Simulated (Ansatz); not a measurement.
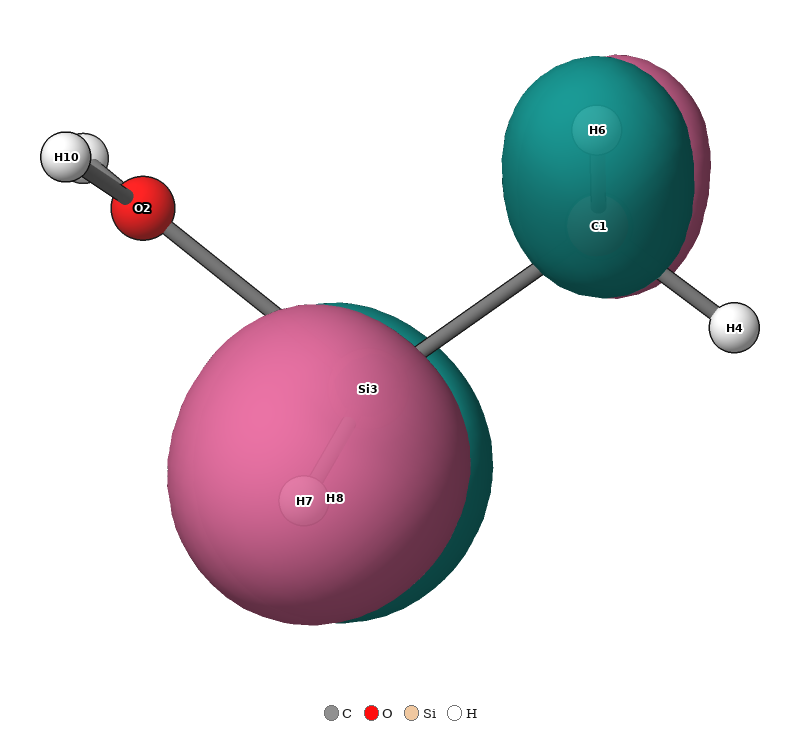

The picture shows: CH7OSi (charge +1). The HOMO−1 at ±0.15 Å⁻³ᐟ² (teal and pink are the two phases), seen across its widest extent.

Geometry: B3LYP-D3(BJ)/def2-SVP.

All numbers below come from isolated molecule in a Gaussian basis; Kohn-Sham density functional theory, functional PBE0 (Ansatz).

The calculation's input:

```
crystal:
  periodic: [false, false, false]
  atoms:
    - {symbol: C, position_ang: [-0.409725, 1.448293, 0.780460]}
    - {symbol: O, position_ang: [-2.357616, -0.788024, 0.459931]}
    - {symbol: Si, position_ang: [-0.538381, -0.389531, 0.748795]}
    - {symbol: H, position_ang: [0.649397, 1.715169, 0.947818]}
    - {symbol: H, position_ang: [-0.719069, 1.898769, -0.175585]}
    - {symbol: H, position_ang: [-0.996763, 1.887655, 1.602070]}
    - {symbol: H, position_ang: [-0.378881, -1.102859, 2.031210]}
    - {symbol: H, position_ang: [0.005038, -1.087964, -0.432622]}
    - {symbol: H, position_ang: [-2.761244, -0.933492, -0.416035]}
    - {symbol: H, position_ang: [-3.016800, -0.919499, 1.166758]}
basis:
  gaussian:
    orbitals: def2-TZVPD
total_charge: 1
hamiltonian:
  xc: {name: PBE0}
output: {forces: true, orbitals: {seedname: orbitals}}
magnetization:
  spin_polarized: false
  initial_magnetization: 0
```

Launched as:

```sh
ansatz run input.yaml --threads 1 --pin off --max-ram 2610MiB --events-out events.jsonl --progress --plain --runs-dir runs
```

Q: What is the character of this orbital?

A: It lies mainly on Si3 (about 30 %), H8 (about 20 %), H7 (about 20 %) and C1 (about 10 %). Its energy is −15.02 eV.
